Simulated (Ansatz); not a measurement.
## Abstraction of H: B(CH3)2(SH) + Ge(OH)3 → B(CH2)(CH3)(SH) + GeH(OH)3

Species: B(CH3)2(SH), singlet; Ge(OH)3, doublet; B(CH2)(CH3)(SH), doublet; GeH(OH)3, singlet. A radical takes H: the energy is the difference in strength between the C–H bond broken and the Ge–H bond made.

Shapes, held fixed at every level: PBE0-D4/def2-TZVP. Flexible molecules stand in one conformer, not always the lowest. Programs: Ansatz 0.2.0. Electronic energies: no zero-point or thermal term.

```csv
level,kind,ΔE (kJ/mol),less CCSD(T)/def2-TZVPP,CPU time (sum over the molecules)
MP2/def2-TZVPP,perturbation theory,+56.0,+9.8,–
PBE-D4/def2-TZVPP,GGA,+72.4,+26.2,26 s
r2SCAN-D4/def2-TZVPP,meta-GGA,+55.9,+9.7,45 s
B3LYP-D4/def2-TZVPP,global hybrid,+59.6,+13.4,40 s
wB97M-V/def2-TZVPP,range-separated hybrid,+59.1,+12.9,95 s
B2PLYP/def2-TZVPP,double hybrid,+55.9,+9.7,49 s
CCSD(T)/def2-TZVPP,coupled cluster or CI,+46.2,0.0,21 min
```

The highest level, CCSD(T)/def2-TZVPP, gives ΔE = +46.2 kJ/mol; the levels span +46.2 to +72.4. The column of differences is taken from that level and isn't an error. No measured value is set beside it here. Open shells run unrestricted. Relativity is left out for Ge. Outer-core shells of Ge are correlated in most correlated rows, in sets that cover them unevenly. CCSD(T)/def2-TZVPP lies outside the range of all other levels here, so it shouldn't be taken on trust. Times are processor times on shared x86 and Arm servers, and rough.

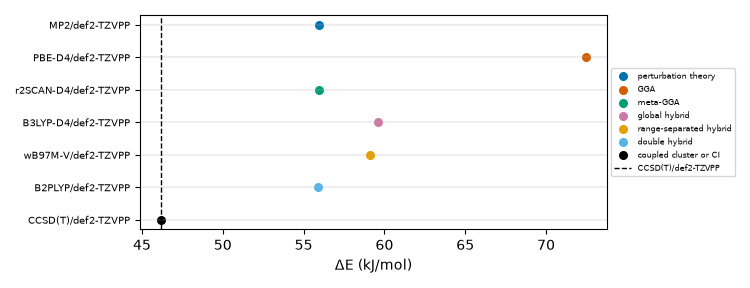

The values of the table, level by level.
